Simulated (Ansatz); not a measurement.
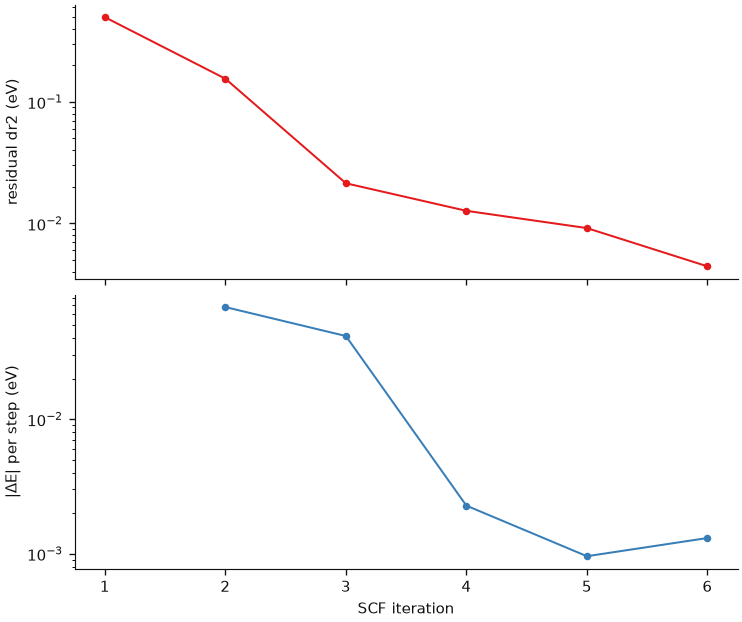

The plot shows the SCF iterations of a calculation: density residual dr2, step-to-step change of the Harris–Foulkes energy. The starting density is a sum of atomic densities corrected by a trained network.

Sn$_{4}$O$_{7}$Cl (defect cell, 12 atoms in the cell, total charge +1), run with Ansatz.

```
crystal:
  lattice:
    - [4.769046, 0.000000, 0.000000]
    - [0.000000, 4.769046, 0.000000]
    - [0.000000, 0.000000, 6.424202]
  atoms:
    - { symbol: Sn, position: [0.007115, 0.975280, 0.997254] }
    - { symbol: Sn, position: [0.002807, 0.003852, 0.484832] }
    - { symbol: Sn, position: [0.501834, 0.494357, 0.246622] }
    - { symbol: Sn, position: [0.508046, 0.514517, 0.746930] }
    - { symbol: O, position: [0.313343, 0.320707, 0.992093] }
    - { symbol: O, position: [0.706109, 0.713596, 0.996339] }
    - { symbol: O, position: [0.687631, 0.684731, 0.498482] }
    - { symbol: O, position: [0.197493, 0.840883, 0.233266] }
    - { symbol: O, position: [0.174319, 0.832123, 0.755109] }
    - { symbol: O, position: [0.801632, 0.214481, 0.242898] }
    - { symbol: O, position: [0.801300, 0.196593, 0.749771] }
    - { symbol: Cl, position: [0.308011, 0.311623, 0.477398] }
kpoints:
  mp_grid: { grid: [2, 2, 2], shift: [0.5, 0.5, 0.5] }
hamiltonian:
  xc: pbesol
  dispersion: d3bj
scf:
  occupations: { method: fermi_dirac, width: 0.01 }
  max_iter: 6
output:
  forces: true
  eigenvalues: true
  stress: true
```

Run as:
```bash
ansatz run in.yaml --threads 7 --pin off --max-ram 13300MiB --runs-dir r --events-out ev --progress --plain
```

Was self-consistency reached?

Answer. Not converged after 6 iterations. The residual is still falling at the last step (down to 4 × 10⁻³).

Read the residual at the first and at the last step drawn.

Answer. It starts near 0.5 and ends near 4 × 10⁻³ eV.
